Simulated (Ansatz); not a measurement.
The figure comes from a scan of YN (rock salt): the cell is scaled evenly about its relaxed volume V₀. Calculation: r2SCAN (plane waves to 500 eV, PAW, scalar-relativistic; Ansatz, a first-principles code). k mesh 12×12×12 (Γ-centred), Fermi-Dirac smearing 0.05 eV. Energies are smeared free energies. YN is run without spin polarisation. YN was relaxed with its symmetry unable to fall. ΔE is measured from the relaxed starting cell.

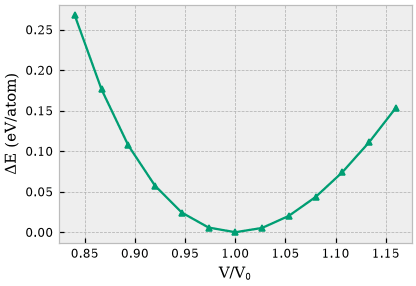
Figure: ΔE (eV/atom) against V/V₀; computed points joined by lines.

Question: Read the plotted values off the figure, to the accuracy that the plot allows.

Answer: To the nearest 0.005:

```
V/V₀   ΔE (eV/atom)
-----  ------------
0.840         0.270
0.867         0.175
0.893         0.105
0.920         0.055
0.947         0.025
0.973         0.005
1.000         0.000
1.027         0.005
1.053         0.020
1.080         0.045
1.107         0.075
1.133         0.110
1.160         0.155
```

(A scan under strain: stresses follow from slopes of the energy per volume, elastic moduli from its curvatures.)
